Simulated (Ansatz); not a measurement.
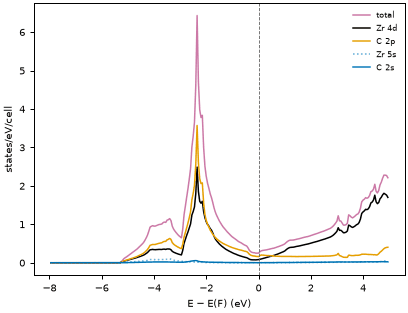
*Total and projected density of states of ZrC (rock salt, Fm-3m), PBE in the plane-wave PAW code Ansatz*

Problem. Which orbitals carry the states next to the Fermi level?

Solution. Within 0.5 eV of the Fermi level: C 2p 62 %, Zr 4d 34 %. Projections are on Löwdin-orthogonalised atomic valence shells; empty p or d shells of many metals are not among them.

Problem. Where is the tallest occupied peak in this window, and what makes it?

Solution. Near -2.3 eV, about 6.4 states/eV per cell; the largest projected share is C 2p.

The PBE relaxation kept the symmetry of its start. No spin polarisation was allowed. Scalar-relativistic: spin–orbit coupling is off unless named, which matters more the heavier the elements.

Potentials: the later of the program's two PAW sets.
